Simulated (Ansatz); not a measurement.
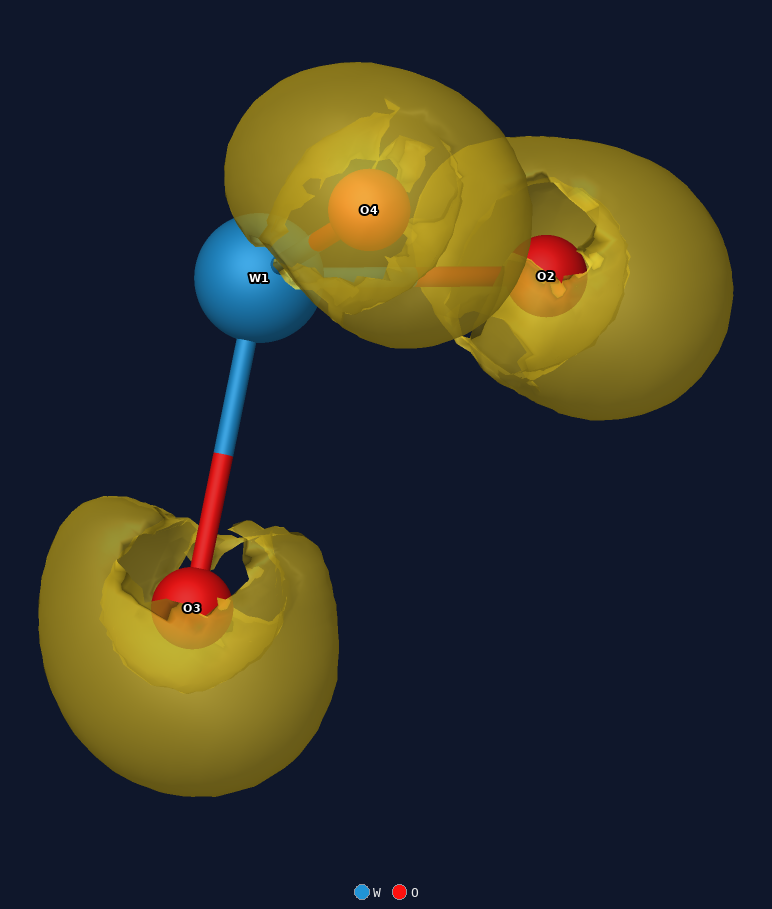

Figure 1: O$_{3}$W (WO3) (charge +1, doublet). Isosurface of the electron localisation function at 0.8 (yellow), seen at an oblique angle. Only the valence region is drawn (cores and ρ < 0.01 e/Å³ removed).

Geometry: PBE-D4/def2-TZVP; ⟨S²⟩ = 0.82, above the pure value of 0.75; core potentials replace the inner electrons of W.

The calculation used UKS PBE0-D4/def2-TZVP in Ansatz.

| atom | x (Å) | y (Å) | z (Å) |
| --- | --- | --- | --- |
| W | -0.0046 | 0.0042 | 0.5780 |
| O | 1.5631 | -0.0271 | -0.1801 |
| O | -0.7569 | 1.3638 | -0.2085 |
| O | -0.8016 | -1.3409 | -0.1893 |

Q: Identify the bonds, lone pairs and shells in this picture.

A: At this value the surface marks out three lobes on O, pointing away from the bonds (non-bonding electrons, which may merge into one lobe).

Values along the shortest contacts:
W–O (1.74 Å): the ELF peaks at about 0.80 in the valence shell of O, 0.5 Å from its nucleus, and drops to about 0.35 between the two atoms.
